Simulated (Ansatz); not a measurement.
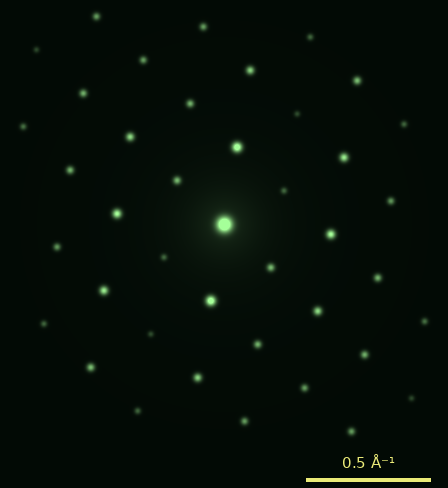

Simulated selected-area electron diffraction pattern (200 kV, kinematic approximation, thin crystal, B = 0.5 Å² for all atoms).

It belongs to Sb, space group R-3m (No. 166), a = 4.378 Å, c = 11.592 Å (hexagonal axes). Structure: the geometry relaxed at fixed volume with Ansatz, DFT PBE, spin-orbit coupling, plane waves, PAW.

```cif
data_structure
_symmetry_space_group_name_H-M 'R-3m:H'
_symmetry_Int_Tables_number 166
_cell_length_a 4.3777
_cell_length_b 4.3777
_cell_length_c 11.5917
_cell_angle_alpha 90.000
_cell_angle_beta 90.000
_cell_angle_gamma 120.000
_cell_volume 192.39
loop_
_atom_site_label
_atom_site_type_symbol
_atom_site_symmetry_multiplicity
_atom_site_Wyckoff_symbol
_atom_site_fract_x
_atom_site_fract_y
_atom_site_fract_z
_atom_site_occupancy
Sb1 Sb 6 c 0.00000 0.00000 0.23230 1
```

> Which low-index zone axis gives this pattern?

The spots form an oblique net whose two shortest vectors correspond to d = 3.86 Å and 3.60 Å, 71.9° apart. They index as 0 0 3 and 0 -1 1 (weak), so the zone axis is [100] (or an equivalent direction of <100>).

> Which reflections of this zone are missing, and why?

The lattice centring (R) removes all reflections that break −h + k + l = 3n.
